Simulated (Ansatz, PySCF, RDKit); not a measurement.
C2H4Si (SMILES C#C[SiH3]) and H2O (SMILES O) are pulled apart as rigid monomers along the line of their centres of mass, from the B3LYP-D3(BJ)/def2-TZVP minimum. Starting geometry (charge 0, multiplicity 1):
```xyz
10

C     -1.515     1.378     0.751
C     -0.563     0.708     0.436
Si     0.880    -0.314    -0.055
H     -2.357     1.973     1.018
H      0.536    -1.742     0.064
H      1.203     0.011    -1.462
H      2.029     0.028     0.805
O     -0.052    -0.788     3.150
H      0.534    -0.141     3.558
H     -0.664    -0.265     2.618
```

Interaction energies with rigid monomers; basis-set methods are counterpoise corrected unless marked otherwise.

Rows in 6-31G* carry no dispersion term and start afresh at each structure (6-31G* with six Cartesian d functions). MP2/6-31G* freezes PySCF's default core.

The values were computed with Ansatz (a first-principles code) with Gaussian orbitals; PySCF for 6-31G* rows, the dispersion terms; RDKit for the force fields. Values without a source in brackets are computed.

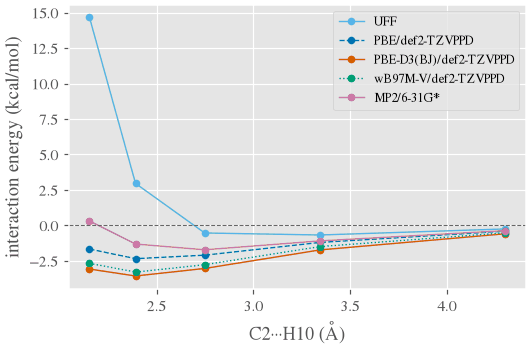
Fig. 1. Interaction energy against separation

Problem. Which level binds most strongly at C2···H10 = 2.39, and by how much?

Solution. PBE-D3(BJ)/def2-TZVPPD, -3.6 kcal/mol.
